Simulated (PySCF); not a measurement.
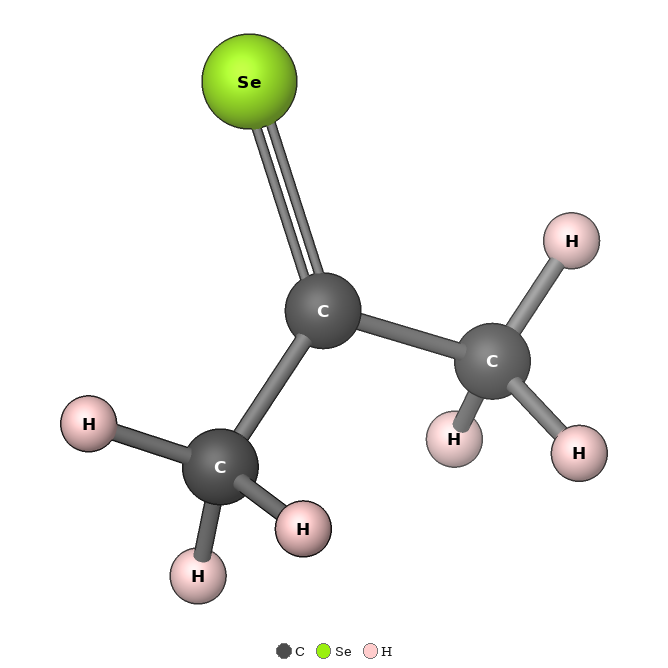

Orthographic view. Depth is shown by fading: the farther an atom, the more it takes the colour of the background. The geometry was computed by an optimisation with PBE0-D3(BJ)/def2-SVP. No frequency run is at hand to confirm it as a minimum.

Question: Give the standard InChI.

Answer: InChI=1S/C3H6Se/c1-3(2)4/h1-2H3
